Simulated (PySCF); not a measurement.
The calculation's input:

```
{"job": {"kind": "epr", "basis": "pcH-1"}, "charge": 0, "multiplicity": 2}
C      2.642318    -0.159807     0.602896
C      1.971950     0.173857    -0.690802
C      0.670659     0.093648    -0.953000
C     -0.391214    -0.354727    -0.034752
Si    -1.282603     1.130629     0.882353
C     -2.837512     0.300938     0.274188
Si    -2.031865    -1.007138    -0.803838
H      1.922792    -0.338262     1.396838
H      3.268106    -1.046670     0.490802
H      3.290782     0.662666     0.904638
H      2.645215     0.506092    -1.471681
H      0.329179     0.414475    -1.929797
H      0.012120    -1.046190     0.703919
H     -1.024343     1.231071     2.324566
H     -0.951875     2.413858     0.258475
H     -3.783305     0.232227     0.793229
H     -2.127991    -0.786879    -2.249722
H     -2.331174    -2.413471    -0.509967
```

Run with:

```sh
OMP_NUM_THREADS=1 python probes_run.py task.json out
```

Geometry: GFN2-xTB.

All numbers below come from UKS B3LYP, pcH-1 on C H Si, non-relativistic, mean-field spin-orbit, GIAO (PySCF).

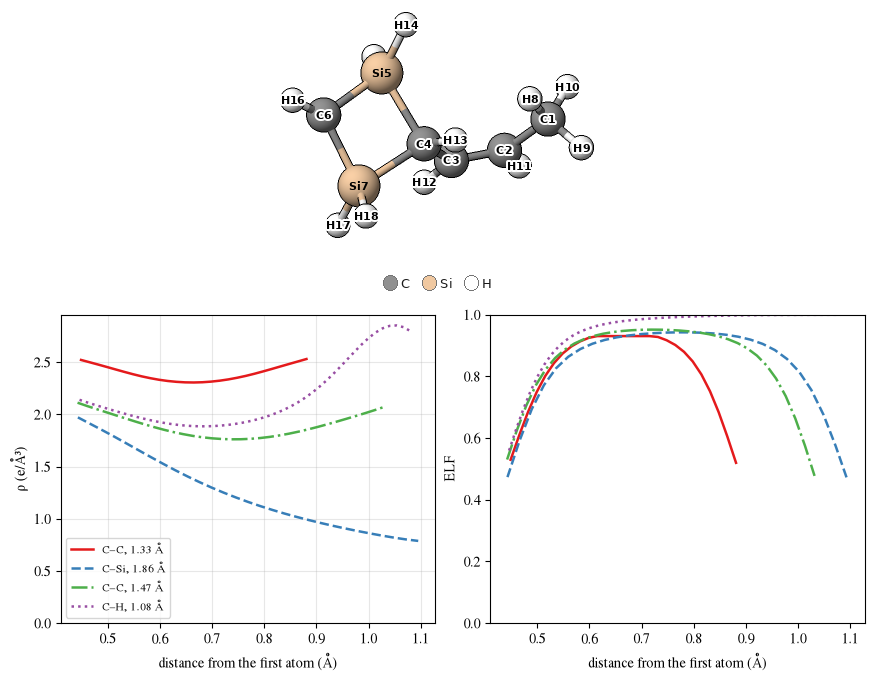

C₅H₁₁Si₂ (doublet). Total electron density and ELF along straight lines between neighbouring atoms. The curves leave out the atomic cores. The structure is drawn too.

**Compare the contacts.**

C–C (1.33 Å): ρ is about 2.3 e/Å³ halfway; the ELF peaks at about 0.95 between the atoms (a multiple bond).
C–Si (1.86 Å): ρ is about 0.93 e/Å³ halfway; the ELF peaks at about 0.95 between the atoms, as expected for localised, covalent bonding.
C–C (1.47 Å): ρ at the midpoint is about 1.8 e/Å³; the ELF peaks at about 0.95 between the atoms (a covalent bond).
C–H (1.08 Å): ρ at the midpoint is about 2 e/Å³; the ELF climbs to about 1 towards the hydrogen, as it does in any bond to H (a covalent bond by its length).
